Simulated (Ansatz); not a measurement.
# BClH4Si: interaction energy of a dimer with the counterpoise correction

How strongly do two molecules of BClH4Si bind, and how much of that is basis error? The task is the interaction energy of a dimer with the counterpoise correction, for BClH4Si. SMILES: [SiH3]BCl.

All numbers are computed with Ansatz 0.2.0, driven from Python. Level of theory: PBE/cc-pVDZ.

## Step 1: The system

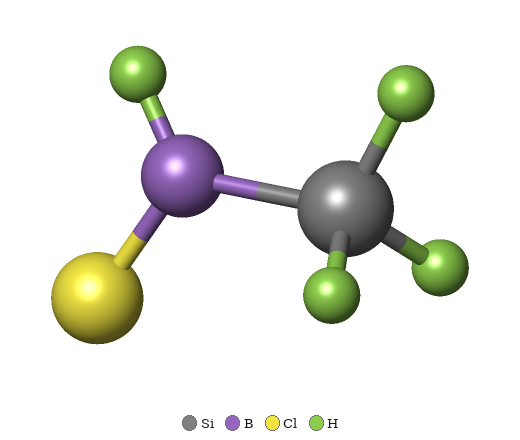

The structure that the script starts from, seen from a chosen angle (silicon grey, boron purple, chlorine yellow, hydrogen green).

The script holds or builds the structure itself.

## Step 2: The code

File run_dimer.py:

```python
"""Binding of a BClH4Si dimer at a trial geometry."""

import ansatz

FIRST = [
    ("Si", (-0.6132, 0.4766, -0.2724)),
    ("B", (0.8607, -0.5712, 0.5298)),
    ("Cl", (1.5559, -1.8603, -0.3251)),
    ("H", (-1.7986, -0.3457, -0.5523)),
    ("H", (-0.2382, 1.0891, -1.5541)),
    ("H", (-1.0813, 1.578, 0.577)),
    ("H", (1.3146, -0.3666, 1.5971)),
]
SECOND = [
    ("Si", (1.6439, 3.9665, -5.0633)),
    ("B", (0.5642, 2.8023, -3.8832)),
    ("Cl", (-1.1296, 2.862, -3.9423)),
    ("H", (1.405, 5.3948, -4.8135)),
    ("H", (1.3515, 3.7539, -6.4873)),
    ("H", (3.091, 3.7709, -4.9174)),
    ("H", (1.0184, 2.0393, -3.1096)),
]

def energy(atoms, ghosts=()):
    molecule = ansatz.Crystal.molecule()
    for symbol, xyz in atoms:
        molecule = molecule.atom(symbol, xyz)
    calc = (
        molecule.calculation()
        .basis(gaussian="cc-pVDZ")  # atom-centred Gaussian functions
        .functional("PBE")  # exchange and correlation
    )
    deck = calc.input()
    if ghosts:
        deck = deck.set(ansatz.key.basis.gaussian.ghost_atoms, [{"symbol": s, "position_ang": list(xyz)} for s, xyz in ghosts])
    return ansatz.Session.from_dict(deck).plan().execute().report["free_energy_ev"]

# ghost atoms carry the functions of the partner
both = energy(FIRST + SECOND)
alone = energy(FIRST) + energy(SECOND)
ghosted = energy(FIRST, SECOND) + energy(SECOND, FIRST)
print(f"dimer {both:.6f} eV")
print(f"interaction, uncorrected   {(both - alone):8.3f} eV")
print(f"interaction, counterpoise  {(both - ghosted):8.3f} eV")
print(f"basis-set superposition    {(alone - ghosted):8.3f} eV")
```

## Step 3: The input behind the calls

The engine receives this input (first run):

```yaml
crystal:
  periodic: [false, false, false]
  atoms:
    - { symbol: Si, position_ang: [-0.6132, 0.4766, -0.2724] }
    - { symbol: B, position_ang: [0.8607, -0.5712, 0.5298] }
    - { symbol: Cl, position_ang: [1.5559, -1.8603, -0.3251] }
    - { symbol: H, position_ang: [-1.7986, -0.3457, -0.5523] }
    - { symbol: H, position_ang: [-0.2382, 1.0891, -1.5541] }
    - { symbol: H, position_ang: [-1.0813, 1.578, 0.577] }
    - { symbol: H, position_ang: [1.3146, -0.3666, 1.5971] }
    - { symbol: Si, position_ang: [1.6439, 3.9665, -5.0633] }
    - { symbol: B, position_ang: [0.5642, 2.8023, -3.8832] }
    - { symbol: Cl, position_ang: [-1.1296, 2.862, -3.9423] }
    - { symbol: H, position_ang: [1.405, 5.3948, -4.8135] }
    - { symbol: H, position_ang: [1.3515, 3.7539, -6.4873] }
    - { symbol: H, position_ang: [3.091, 3.7709, -4.9174] }
    - { symbol: H, position_ang: [1.0184, 2.0393, -3.1096] }
basis:
  gaussian:
    orbitals: cc-pVDZ
hamiltonian:
  xc: pbe
```

## Step 4: Running it

Command:

```sh
> python run_dimer.py
```

**Question.** How large is the interaction at this pose, and how much of it is basis-set superposition?

**Answer**, as computed:

| quantity | value |
| --- | --- |
| interaction energy, uncorrected | 0.004 eV |
| interaction energy, counterpoise | 0.016 eV |
| runs compared | 5 |

In words: The pair is unbound at this geometry and level. Uncorrected it is 0.004 eV, with the counterpoise correction 0.016 eV; the difference, 0.01 eV, is the superposition error. The pose is repulsive. Notes:
- The dimer is a generated trial pose of unrelaxed monomers, not a minimum, so the figure is no binding energy, and the basis set is small.
- This level lacks the dispersion part of the attraction (electrostatics and induction are there), which can decide the sign where the interaction is weak.
